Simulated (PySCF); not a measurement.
# CH$_{4}$AlBr (SMILES [CH3][AlH][Br]): what the fields show

```yaml
atoms:
  - { symbol: C, position_ang: [-0.9629, -0.1469, -0.0926] }
  - { symbol: Al, position_ang: [0.9549, 0.3163, 0.0490] }
  - { symbol: Br, position_ang: [2.5920, -1.1507, 0.5616] }
  - { symbol: H, position_ang: [-1.5761, 0.7257, -0.3414] }
  - { symbol: H, position_ang: [-1.3637, -0.5639, 0.8404] }
  - { symbol: H, position_ang: [-1.1556, -0.9025, -0.8649] }
  - { symbol: H, position_ang: [1.5149, 1.7270, -0.1792] }
```

Geometry: GFN2-xTB.

The calculation used PySCF, PBE0/def2-SVPD, SCF density, gas phase.

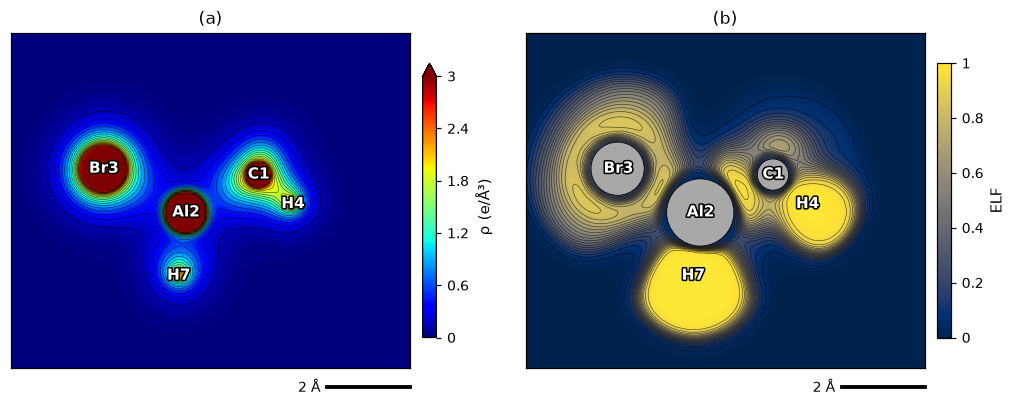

Figure 1. (a) electron density; (b) ELF on the plane of atoms C1, Al2 and Br3. Grey discs cover the atomic cores in the ELF map.

What do the fields say about this system?

The plane passes through C, Al, Br and H nuclei.
C–Al (1.98 Å): ρ at the midpoint is about 0.7 e/Å³; the ELF peaks at about 0.95 between the atoms; a polar covalent bond.
Al–Br (2.26 Å): the density is about 0.65 e/Å³ at the midpoint; the ELF peaks at about 0.85 in the valence shell of Br, 1.1 Å from its nucleus, and is about 0.85 at the midpoint.
C–H (1.10 Å): ρ at the midpoint is about 1.9 e/Å³; the ELF climbs to about 1 towards the hydrogen, as it does in any bond to H; an ordinary covalent bond to hydrogen.
Al–H (1.53 Å): ρ is about 0.59 e/Å³ halfway; the ELF climbs to about 1 towards the hydrogen.
The ELF also peaks beside Br3, away from the bonds: lone-pair regions.

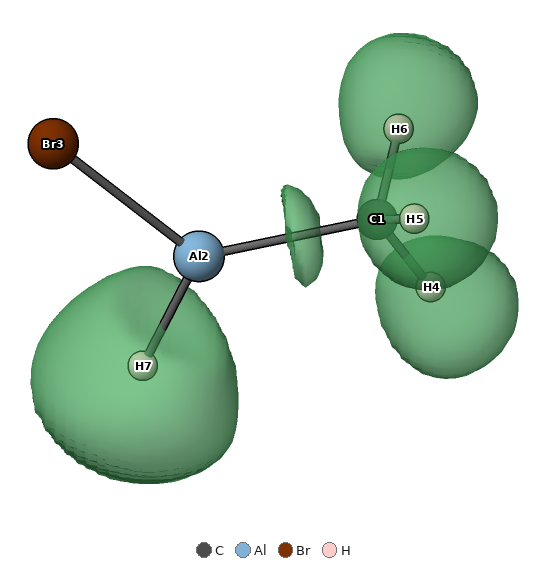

Figure 2. Isosurface of the ELF at 0.9 (green), seen at a tilt. Only the valence region is drawn (cores and ρ < 0.01 e/Å³ removed).

What do the ELF domains correspond to?

At this value the surface marks out one region between bonded Al–C atoms (shared pairs) and four regions around hydrogen nuclei.

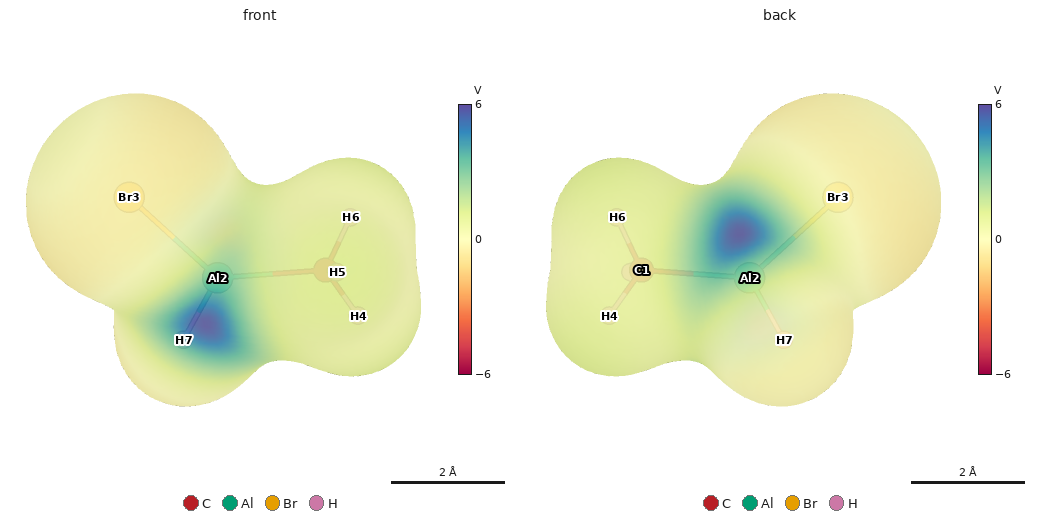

Figure 3. The molecular electrostatic potential painted on the density surface at 0.004 e/bohr³, seen from the front and from behind; the colour scale runs from red (negative) to blue (positive).

Where is the surface potential most negative and most positive?

The most negative region (about −0.6 V) lies over Br3, the most positive (about +5.5 V) over Al2. Br3 shows a σ-hole: about +0.3 V at the tip opposite its bond, against about −0.4 V on its flanks.

What dipole moment does the calculation give?

Its dipole moment is 1.90 D.
